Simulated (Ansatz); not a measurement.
# AlH₃ (triplet): inputs that go wrong

3 inputs are run for AlH₃ (triplet) as typed; the log has to tell whether the result can be used and what must change.

Method: the settings change from run to run; program: Ansatz 0.2.0, Gaussian basis.

28 further runs of the same task are left out: 6 for a known fault of the program, 8 that didn't finish, 14 set aside as unsound or not needed.

## Step 1: The system

The geometry is a PBE0/def2-TZVP stationary point (not a proven minimum).

4 atoms, charge 0, spin multiplicity 3.

Atoms are counted from 1 here; the program's logs count them from 0.

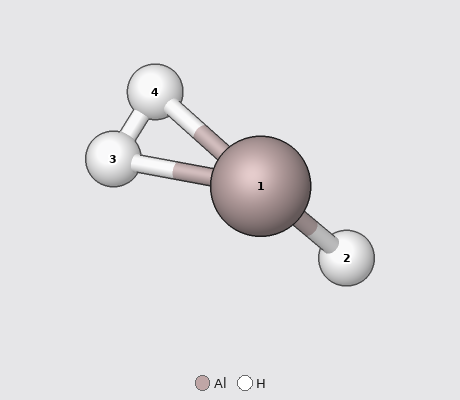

The structure; aluminium light grey, hydrogen white; atoms are numbered from 1 in the order of the file.

## Step 2: Try 1

Input file in.yaml:

```yaml
crystal:
  periodic: [false, false, false]
  atoms:
    - {symbol: Al, position_ang: [0.000000, 0.074413, -0.095633]}
    - {symbol: H, position_ang: [0.000000, -1.372409, -0.753982]}
    - {symbol: H, position_ang: [0.420650, -0.309773, 1.656991]}
    - {symbol: H, position_ang: [-0.420650, -0.309773, 1.656991]}
basis:
  gaussian: {orbitals: x2c-TZVPPall}
magnetization: {spin_polarized: false, initial_magnetization: 2}
correlation: {active_space: {ras: {orbitals: [2, 2, 75], electrons: 6, max_holes: 2, max_particles: 2}, fixed_orbitals: true}}
scf: {lower_state_search: light}
output: {forces: true}
```

Launch:

```
ansatz run in.yaml --threads 1 --pin off --events-out ev --progress --plain --max-ram 2393MiB
```

The log of the run:

```text
Functional definition: HF
  name "HF"
  cite "Fock, Z. Phys. 61, 126 (1930) doi:10.1007/BF01340294"
  parent pbe
  exchange = exact_x
  correlation = 0
466 factors; integrals over basis functions are off by at most 8.9e-4 eV
mean field evaluation 1: about -6638.0442 eV, gradient 9.1e0 eV
mean field evaluation 2: about -6638.0470 eV, gradient 9.1e0 eV
mean field evaluation 4: about -6639.0575 eV, gradient 9.7e-1 eV
mean field evaluation 8: about -6639.0767 eV, gradient 1.3e-3 eV
mean field -6639.07673091 eV, -243.9815697331 hartree, gradient 2.0e-6 eV, S^2 2.000000; 0 other end points of the search recorded, 0 dependent functions left out
reference -6639.07673091 eV, -243.9815697331 hartree; 9, 7 occupied and 75, 77 virtual orbitals, 466 factors
Error: with the densities for the forces the run needs 3.05 GiB of the host's memory, and 2.33 GiB are given
refused for memory
```

Wall time 0.42 s (1 thread of Arm Neoverse V2, shared host).

Diagnosis: The program refused it for memory. The method needs more than --max-ram allows. Cure: a smaller space or basis, or more memory.

## Step 3: Try 2

Input file in.yaml:

```yaml
crystal:
  periodic: [false, false, false]
  atoms:
    - {symbol: Al, position_ang: [0.000000, 0.074413, -0.095633]}
    - {symbol: H, position_ang: [0.000000, -1.372409, -0.753982]}
    - {symbol: H, position_ang: [0.420650, -0.309773, 1.656991]}
    - {symbol: H, position_ang: [-0.420650, -0.309773, 1.656991]}
basis:
  gaussian: {orbitals: def2-SVP}
magnetization: {spin_polarized: false, initial_magnetization: 2}
correlation: {active_space: {window: {electrons: 4, orbitals: 4}, places: [1, 2]}}
```

Launched as before.

The log of the run:

```text
Error: invalid value for `correlation.active_space`: name one of window, places and ras
```

It took 0.03 s on 1 thread of Arm Neoverse V2, shared host.

Diagnosis: The run was refused. The active space is defined twice. Fix: keep one definition.

## Step 4: Try 3

Input file in.yaml:

```yaml
crystal:
  periodic: [false, false, false]
  atoms:
    - {symbol: Al, position_ang: [0.000000, 0.074413, -0.095633]}
    - {symbol: H, position_ang: [0.000000, -1.372409, -0.753982]}
    - {symbol: H, position_ang: [0.420650, -0.309773, 1.656991]}
    - {symbol: H, position_ang: [-0.420650, -0.309773, 1.656991]}
basis:
  gaussian: {orbitals: def2-SVP}
magnetization: {spin_polarized: false, initial_magnetization: 2}
correlation: {method: sc_nevpt2, electrons: outside_noble_gas, active_space: {window: {electrons: 4, orbitals: 4}, states: [{multiplicity: 3, irrep: E1u, weights: [1]}]}}
```

The command is unchanged.

The log of the run:

```text
Functional definition: HF
  name "HF"
  cite "Fock, Z. Phys. 61, 126 (1930) doi:10.1007/BF01340294"
  parent pbe
  exchange = exact_x
  correlation = 0
the irreps are read with x along [-0.000, 1.000, 0.000], y along [0.000, 0.000, -1.000] and z along [-1.000, -0.000, -0.000] of the geometry given
549 factors; integrals over basis functions are off by at most 1.8e-7 eV
mean field evaluation 1: about -6623.9578 eV, gradient 8.6e0 eV
mean field evaluation 2: about -6623.9598 eV, gradient 8.6e0 eV
mean field evaluation 4: about -6624.8309 eV, gradient 6.7e-1 eV
mean field evaluation 8: about -6624.8415 eV, gradient 2.6e-3 eV
mean field -6624.84149777 eV, -243.4584345644 hartree, gradient 2.4e-6 eV, S^2 2.000000; 0 other end points of the search recorded, 0 dependent functions left out
reference -6624.84149777 eV, -243.4584345644 hartree; 9, 7 occupied and 24, 26 virtual orbitals, 549 factors
Error: the irrep E1u is not accepted for these orbitals, which take A', A'', or 1 to 2
```

Wall time 0.15 s (1 thread of Arm Neoverse V2, shared host).

What is wrong: The run stopped with an error. The symmetry label isn't in the molecule's group. Fix: name an irrep that the log lists.

## Step 5: Summary

| try | level | ended | cause | time |
| --- | --- | --- | --- | --- |
| 1 | CISD/x2c-TZVPPall | out of memory | the method needs more than --max-ram allows | 0.42 s |
| 2 | CASSCF(4,4)/def2-SVP | refused | the active space is defined twice | 0.03 s |
| 3 | NEVPT2(4,4)/def2-SVP | stopped by an error | the symmetry label isn't in the molecule's group | 0.15 s |

1 out of memory, 1 refused, 1 stopped by an error.
